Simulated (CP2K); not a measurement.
# C2H6AlN (SMILES C[CH]1[NH][AlH]1) at IPEA1-xTB

What is the energy difference between two shapes of C2H6AlN at IPEA1-xTB? 

The calculation is run with CP2K 2026.2.

1 further run of the same task is left out (set aside as unsound or not needed).

**1. The structure to begin with**

C2H6AlN has 10 atoms, charge 0, and is taken as a singlet. As SMILES, `C[CH]1[NH][AlH]1`. The shape comes from GFN2-xTB, which is rough for such elements, and wasn't checked as a minimum.

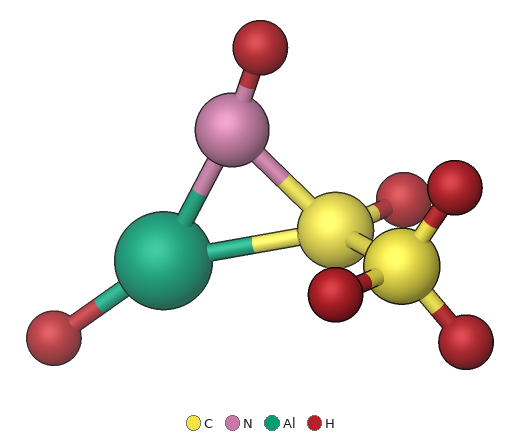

The structure, seen from a chosen angle (carbon yellow, nitrogen pink, aluminium teal, hydrogen red).

**2. Energy and forces at IPEA1-xTB**

Contents of job.inp:

```
&GLOBAL
    PROJECT_NAME job
    RUN_TYPE ENERGY_FORCE
    PRINT_LEVEL MEDIUM
&END
&FORCE_EVAL
    METHOD QS
    &DFT
        # Quickstep
        &QS
            METHOD XTB
            EPS_DEFAULT 1.0E-10
            &XTB
                GFN_TYPE TBLITE
                &TBLITE
                    METHOD IPEA1
                &END
                CHECK_ATOMIC_CHARGES F
            &END
        &END
        &POISSON
            PERIODIC NONE
            POISSON_SOLVER ANALYTIC
        &END
        &SCF
            SCF_GUESS ATOMIC
            EPS_SCF 1.0E-07
            MAX_SCF 150
            ADDED_MOS 8
            &DIAGONALIZATION
                ALGORITHM STANDARD
            &END
            &MIXING
                METHOD DIRECT_P_MIXING
                ALPHA 0.4
            &END
            &SMEAR ON
                METHOD FERMI_DIRAC
                ELECTRONIC_TEMPERATURE [K] 300
            &END
        &END
        # extra output
        &PRINT
            &MOMENTS
                PERIODIC F
                REFERENCE COM
                MAX_MOMENT 1
            &END
            &MO ON
                ENERGIES T
                OCCUPATION_NUMBERS T
                NDIGITS 6
                &EACH
                    QS_SCF 0
                &END
                ADD_LAST NUMERIC
            &END
            &HIRSHFELD OFF
            &END
        &END
    &END
    &SUBSYS
        # box in angstrom
        &CELL
            ABC 21.1 19 19
            PERIODIC NONE
        &END
        &COORD
            C     -1.187380     0.576150    -0.211140
            C     -0.070580    -0.447200    -0.282310
            N      0.800040    -0.506550     1.019250
            Al     1.852430    -0.146760    -0.324430
            H     -1.698350     0.645910    -1.169270
            H     -1.921270     0.288240     0.543170
            H     -0.794960     1.556970     0.050450
            H     -0.491660    -1.430480    -0.521050
            H      0.310870    -0.738860     1.874290
            H      3.200860     0.202580    -0.978970
        &END
        &TOPOLOGY
            &CENTER_COORDINATES
            &END
        &END
    &END
    &PRINT
        &FORCES ON
        &END
    &END
&END
```

On the command line:

```
$ OMP_NUM_THREADS=1 cp2k.psmp job.inp > job.out
```

The program printed, shortened:

```text
CP2K| version string:                                       CP2K version 2026.2
[...]
 GLOBAL| Method name                                                        CP2K
[...]
 GLOBAL| Run type                                                   ENERGY_FORCE
[...]
                             - Atoms:                                         10
[...]
                             - Spherical basis functions:                     36
[...]
 Number of electrons:                                                         22
[...]
  *** SCF run converged in    20 steps ***
[...]
  Fermi energy:                                                -0.27519034178544
[...]
 TB_DIPOLE| Moment [Debye]          0.82044644       0.11817183      -0.74062468
 TB_DIPOLE| Derivative [a.u.]       0.00000000       0.00000000       0.00000000
[...]
 ENERGY| Total FORCE_EVAL ( QS ) energy [hartree]            -13.235792845935569
 FORCES| Atomic forces [hartree/bohr]
 FORCES|   Atom     x               y               z               |f|
 FORCES|      1 -2.63051227E-03 -2.20046632E-03  6.86450394E-03   7.67352990E-03
 FORCES|      2  1.91300869E-02 -6.96712114E-04 -7.77592958E-03   2.06618178E-02
 FORCES|      3  6.24251693E-03  2.87557649E-03  3.72156988E-03   7.81588384E-03
 FORCES|      4  5.78425895E-03  4.46150165E-03 -2.98550316E-02   3.07357375E-02
 FORCES|      5 -2.21105705E-03  5.56053949E-04 -4.92552411E-03   5.42759219E-03
 FORCES|      6 -2.24994462E-03  6.52547168E-04  1.83952717E-03   2.97857832E-03
 FORCES|      7 -6.20729291E-05  5.62904861E-03  1.01910022E-03   5.72089212E-03
 FORCES|      8 -4.37927350E-03 -3.26960489E-03  4.02321515E-03   6.78635489E-03
 FORCES|      9 -7.89736139E-03 -3.78534174E-03  7.77097839E-03   1.17083404E-02
 FORCES|     10 -1.17266411E-02 -4.22260280E-03  1.73175905E-02   2.13364343E-02
 FORCES| Sum     1.04083409E-16  1.27502175E-16 -1.35308431E-16
 FORCES| Total atomic force                                       2.13069313E-16
[...]
```

It took 0.3 s on 1 thread of Arm Neoverse V1, shared host.

**3. The distorted shape, same level**

Contents of job.inp:

```
&GLOBAL
 PROJECT job
 RUN_TYPE ENERGY_FORCE
 PRINT_LEVEL MEDIUM
&END GLOBAL

&FORCE_EVAL
 METHOD QS
 &DFT
  &QS
   METHOD XTB
   EPS_DEFAULT 1.0E-10
   &XTB
    GFN_TYPE TBLITE
    &TBLITE
     METHOD IPEA1
    &END TBLITE
    CHECK_ATOMIC_CHARGES F
   &END XTB
  &END QS
  &POISSON
   PERIODIC NONE
   POISSON_SOLVER ANALYTIC
  &END POISSON
  # self-consistent field
  &SCF
   SCF_GUESS ATOMIC
   EPS_SCF 1.0E-07
   MAX_SCF 150
   ADDED_MOS 8
   &DIAGONALIZATION
    ALGORITHM STANDARD
   &END DIAGONALIZATION
   &MIXING
    METHOD DIRECT_P_MIXING
    ALPHA 0.4
   &END MIXING
   &SMEAR ON
    METHOD FERMI_DIRAC
    ELECTRONIC_TEMPERATURE [K] 300
   &END SMEAR
  &END SCF
  &PRINT
   &MOMENTS
    PERIODIC F
    REFERENCE COM
    MAX_MOMENT 1
   &END MOMENTS
   &MO ON
    ENERGIES T
    OCCUPATION_NUMBERS T
    NDIGITS 6
    &EACH
     QS_SCF 0
    &END EACH
    ADD_LAST NUMERIC
   &END MO
   &HIRSHFELD OFF
   &END HIRSHFELD
  &END PRINT
 &END DFT
 # atoms, cell and kinds
 &SUBSYS
  # box in angstrom
  &CELL
   ABC 21.2 19 19.1
   PERIODIC NONE
  &END CELL
  &COORD
   C     -1.177574     0.587955    -0.277268
   C     -0.061119    -0.437135    -0.281868
   N      0.795295    -0.475438     1.011431
   Al     1.865850    -0.151297    -0.330540
   H     -1.691745     0.595411    -1.180968
   H     -1.967810     0.257587     0.505655
   H     -0.785196     1.580669     0.083748
   H     -0.515402    -1.417923    -0.506843
   H      0.297613    -0.778579     1.887972
   H      3.202912     0.218008    -0.954036
  &END COORD
  &TOPOLOGY
   &CENTER_COORDINATES
   &END CENTER_COORDINATES
  &END TOPOLOGY
 &END SUBSYS
 # extra output
 &PRINT
  &FORCES ON
  &END FORCES
 &END PRINT
&END FORCE_EVAL
```

On the command line:

```
$ OMP_NUM_THREADS=1 cp2k.psmp job.inp > job.out
```

The program printed, shortened:

```text
CP2K| version string:                                       CP2K version 2026.2
[...]
 GLOBAL| Method name                                                        CP2K
[...]
 GLOBAL| Run type                                                   ENERGY_FORCE
[...]
                             - Atoms:                                         10
[...]
                             - Spherical basis functions:                     36
[...]
 Number of electrons:                                                         22
[...]
  *** SCF run converged in    20 steps ***
[...]
  Fermi energy:                                                -0.27456179514126
[...]
 TB_DIPOLE| Moment [Debye]          0.93871956       0.02441905      -0.79835142
 TB_DIPOLE| Derivative [a.u.]       0.00000000       0.00000000       0.00000000
[...]
 ENERGY| Total FORCE_EVAL ( QS ) energy [hartree]            -13.228011149467592
 FORCES| Atomic forces [hartree/bohr]
 FORCES|   Atom     x               y               z               |f|
 FORCES|      1 -4.41056052E-03 -6.08804402E-04  9.62253855E-02   9.63283370E-02
 FORCES|      2  1.38461625E-02 -6.40504287E-03 -1.64656066E-02   2.24467590E-02
 FORCES|      3 -9.79614693E-03 -7.26839811E-03  3.61143331E-02   3.81187508E-02
 FORCES|      4  1.32324462E-03  3.46147988E-03 -2.75105652E-02   2.77590349E-02
 FORCES|      5 -1.71893134E-02  1.04381918E-02 -4.51185786E-02   4.93975149E-02
 FORCES|      6  2.78653730E-02  1.45538434E-02 -2.47904423E-02   4.00357265E-02
 FORCES|      7 -1.37875473E-02 -1.78759996E-02 -1.69449081E-02   2.82272516E-02
 FORCES|      8  1.29275988E-03 -7.91573874E-05  4.83619883E-03   5.00662692E-03
 FORCES|      9  8.91894315E-03  7.31729652E-03 -2.18228159E-02   2.46845229E-02
 FORCES|     10 -8.06291503E-03 -3.53340921E-03  1.54769993E-02   1.78054229E-02
 FORCES| Sum    -1.28369537E-16 -1.25767452E-17  2.42861287E-17
 FORCES| Total atomic force                                       1.31250633E-16
[...]
```

It took 0.3 s on 1 thread of Arm Neoverse V1, shared host.

**4. Outcome**

At IPEA1-xTB:

| quantity | value |
| --- | --- |
| first shape: total energy | -13.23579 Eh |
| first shape: dipole moment (from atomic charges alone) | 1.11 D |
| first shape: HOMO energy | -10.11 eV |
| first shape: LUMO energy | -6.59 eV |
| first shape: HOMO–LUMO gap | 3.52 eV |
| first shape: largest force on an atom | 1.580 eV/Å |
| distorted shape: total energy | -13.22801 Eh |
| distorted shape: dipole moment (from atomic charges alone) | 1.23 D |
| distorted shape: HOMO energy | -10.09 eV |
| distorted shape: LUMO energy | -6.58 eV |
| distorted shape: HOMO–LUMO gap | 3.51 eV |
| distorted shape: largest force on an atom | 4.953 eV/Å |
| energy change with the atoms displaced | 0.212 eV |

With the atoms displaced the energy rises by 0.21 eV (20.4 kJ/mol). The first shape isn't relaxed at this level, so the change isn't measured from a minimum. The largest force (first shape) is 1.58 eV/Å: the shape isn't a stationary point for this species at this level. The dipole (first shape) comes from point charges on the atoms alone, without atomic dipoles, so it is partial. The dipole (distorted shape) comes from point charges on the atoms alone, without atomic dipoles, so it is partial.
